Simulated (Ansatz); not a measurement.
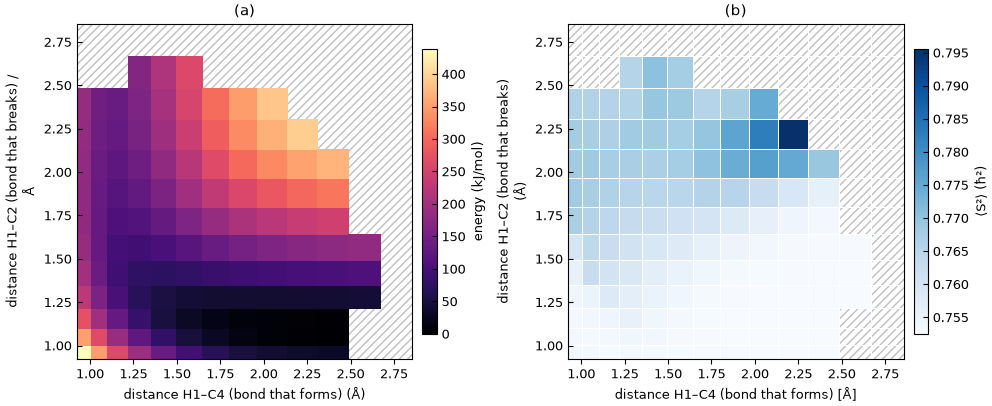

The reacting system C₃H₄F (fragments C₂H₂ + CH₂F where the first distance is long, CH₃F + C₂H where the second is long), spin multiplicity 2. 
- Coordinates scanned: (1) distance H1–C4 (bond that forms); (2) distance H1–C2 (bond that breaks).
- Relaxed at each point: all other coordinates.
- The grid has 13 × 13 points. At 45 points there is no value.
- Points are written as (first, second).
- Energies are in kJ/mol, from the lowest grid point.
- All numbers below come from UKS PBE-D4/def2-SVP (Ansatz 0.2.0).

Panel (a) is the energy and panel (b) the computed ⟨S²⟩ on the same grid.

Drawn: one coloured cell a grid point, hatched blanks where no value was computed.

**How does the ⟨S²⟩ vary over the map, and what is it at the lowest grid point?**

Leaving out the highest fifth of the energies, it runs from 0.75 ħ² at (2.047 Å, 0.963 Å) to 0.77 ħ² at (1.419 Å, 2.577 Å). At the lowest grid point, (2.396 Å, 1.044 Å), it is 0.75 ħ².
